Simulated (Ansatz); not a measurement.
# Optical response of Al2O3 (Corundum), part 2 of 2

What colour and refractive index does Al2O3 (Corundum) have at this level of theory?

Ansatz 0.2.0; DFT, PBE, plane-wave PAW, default files, scalar-relativistic, independent-particle optical response without local fields.

So far. Step 2 (Ground state and bands): There is a gap, 6.22 eV on the path, so no carriers' term is needed. The cell is left with a pressure of 7.3 GPa and forces up to 0.03 eV/Å, as it stands unrelaxed at this level.

### 3. Spectrum (continued)

The Re ε by photon energy:

```csv
photon energy (eV),E ∥ x or y,E ∥ z
0,3.33,3.28
1,3.34,3.30
2,3.39,3.34
3,3.47,3.42
4,3.60,3.55
5,3.82,3.76
6,4.24,4.19
7,4.60,4.50
8,4.81,4.66
9,5.32,5.12
10,5.68,6.69
11,5.41,4.54
12,3.12,2.40
13,1.02,2.82
14,1.64,2.20
```

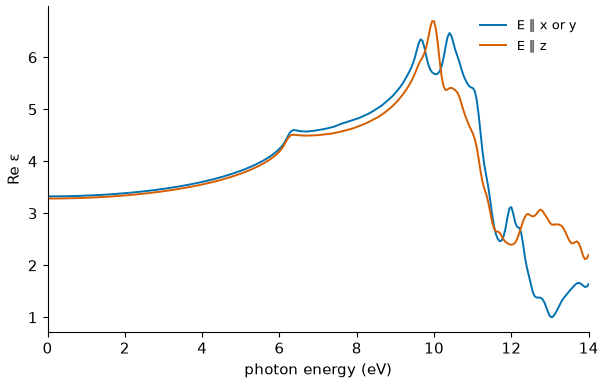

Re ε against photon energy.

Values under 1 per cm are given as 1. Table of absorption coefficient by photon energy:

```csv
photon energy (eV),E ∥ x or y (1/cm),E ∥ z (1/cm)
0.00,1,1
1.00,1,1
2.00,1,1
3.00,1,1
4.00,1,1
5.00,1,1
6.00,1.64,16.0
7.00,97974,1.0e5
8.00,1.7e5,1.7e5
9.00,2.5e5,2.4e5
10.00,6.0e5,6.0e5
11.00,1.2e6,1.1e6
12.00,1.4e6,1.3e6
13.00,1.7e6,1.4e6
14.00,1.6e6,1.6e6
```

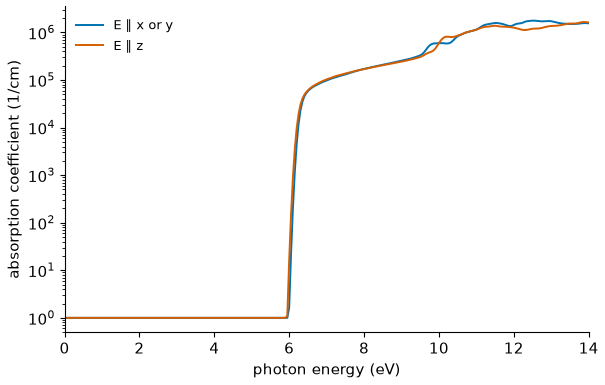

Absorption coefficient, plotted against photon energy.

Table of refractive index n and extinction k by photon energy:

```csv
photon energy (eV),"n, E ∥ x or y","k, E ∥ x or y","n, E ∥ z","k, E ∥ z"
0,1.82,0,1.81,0
2,1.84,0,1.83,0
4,1.90,0,1.89,0
6,2.06,2.7e-6,2.05,2.6e-5
8,2.20,0.211,2.17,0.209
10,2.46,0.589,2.65,0.588
12,2.12,1.18,1.86,1.04
14,1.69,1.10,1.88,1.15
```

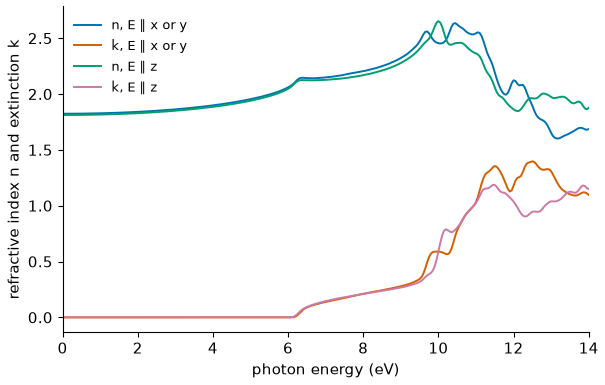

Refractive index n and extinction k, plotted against photon energy.

The loss function −Im 1/ε at q → 0 has structure finer than the step of the table below, so its rows give means over 1 eV, whole bins alone (the curve runs from 0 to 14 eV). Peaks (eV: height): E ∥ x or y 13.2: 0.241; E ∥ z 12.1: 0.190.

The loss function −Im 1/ε at q → 0 by energy loss; means over each step:

```csv
energy loss (eV),E ∥ x or y,E ∥ z
5,0,0
6,0.00314,0.00383
7,0.0270,0.0292
8,0.0382,0.0401
9,0.0430,0.0438
10,0.0629,0.0641
11,0.0978,0.114
12,0.153,0.174
13,0.216,0.165
```

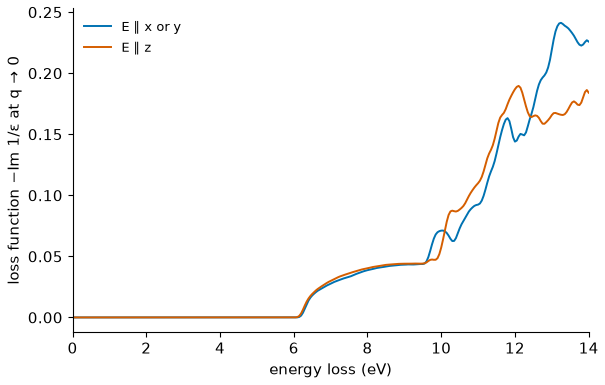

Loss function −Im 1/ε at q → 0 against energy loss.

Optical constants at common wavelengths, from n + ik = √ε:

```csv
wavelength (nm),n xy,k xy,R (%) xy,1/α xy,n z,k z,R (%) z,1/α z
1064,1.83,0.000,8.6,over 1 mm,1.82,0.000,8.4,over 1 mm
633,1.84,0.000,8.7,over 1 mm,1.83,0.000,8.6,over 1 mm
450,1.86,0.000,9.0,over 1 mm,1.84,0.000,8.8,over 1 mm
365,1.88,0.000,9.3,over 1 mm,1.86,0.000,9.1,over 1 mm
308,1.90,0.000,9.6,over 1 mm,1.89,0.000,9.4,over 1 mm
248,1.95,0.000,10.4,over 1 mm,1.94,0.000,10.2,over 1 mm
193,2.14,0.074,13.3,208 nm,2.12,0.079,13.0,194 nm
```

Rows near the edge hang on the gap, which this functional as a rule makes too small, and phonon-assisted absorption is left out.

A film 1 µm thick would pass 84 % of daylight and look colourless in transmission (x = 0.313, y = 0.330).

The f-sum over the summed bands holds 27.5 of the cell's 48 electrons outside the frozen cores, 12 of which lie in bands more than 12 eV below the Fermi level, whose transitions come at higher energies. Up to 14 eV the strength has a mean oscillator energy of 11.2 eV, and these transitions give 55 % of ε∞ − 1 along x; the rest comes from higher ones.

### 4. What came out

```json
{"gap on the path": "6.22 eV", "least direct gap on the path": "6.22 eV", "electronic dielectric constant ε∞, mean over x, y and z (by symmetry where fewer were run) (independent particles)": "3.31", "absorption onset, first axis (α over 10⁴ cm⁻¹, or the direct gap if that lies higher)": "6.24 eV", "main peak of Im epsilon, first axis": "11.2 eV"}
```

In words: At this level (PBE, independent particles) Al2O3 has a mean ε∞ = 3.31 and n = 1.83 at 1550 nm (E ∥ x); absorption sets in near 6.2 eV, and Im ε peaks at 11.2 eV (E ∥ x). The gap on the path is direct, 6.22 eV. The absorption coefficient passes 10⁴ cm⁻¹ at 6.24 eV, in the ultraviolet, so the visible is passed. Distinct maxima of Im ε, read by a parabola through the highest points, lie at 11.24 eV (6.2) and 12.32 eV (5.6) for E ∥ x or y. The static values by axis are 3.33 (xy), 3.28 (z). The f-sum over the summed bands holds 27.5 of the cell's 48 electrons outside the frozen cores, 12 of which lie in bands more than 12 eV below the Fermi level, whose transitions come at higher energies. Up to 14 eV the strength has a mean oscillator energy of 11.2 eV, and these transitions give 55 % of ε∞ − 1 along x; the rest comes from higher ones. A film 1 µm thick would pass 84 % of daylight and look colourless in transmission (x = 0.313, y = 0.330). Excitons and phonon-assisted transitions are missing, and so are local fields; PBE gaps are as a rule too small, which pulls the onset down and ε∞ up. In the base run ε includes the program's bounded estimate of what the bands above those summed add.

Computed beside measured:

| quantity | measured | PBE | PBE, no local fields |
| --- | --- | --- | --- |
| band gap (least gap) (eV) | 8.7 | 6.22 (-2.48 eV) | - |
| refractive index (at 2000 nm) | 1.75 | - | 1.83 (+4.3 %) |

Measured values from pmc:5906618 (2018) and arxiv:1802.06737 (2018).

Verdict: The band gap is off by -2.48 eV: a clear miss. Local and semilocal functionals usually give gaps below the measured ones. An optical gap can lie under the band gap by the exciton's binding. Zero-point and thermal motion shift the measured gap. The refractive index is off by +4.3 %: good agreement. No cell relaxation is part of this session.

[Logs are printed without paths, hosts, clocks, repeated set-up lines and the standing remarks that a program may print on its own settings, such as how far it seeks lower states.]

[Hosts, paths, dates, database ids (printed as entryN), source tags and the programs' standing remarks are cut or masked in the printed files.]
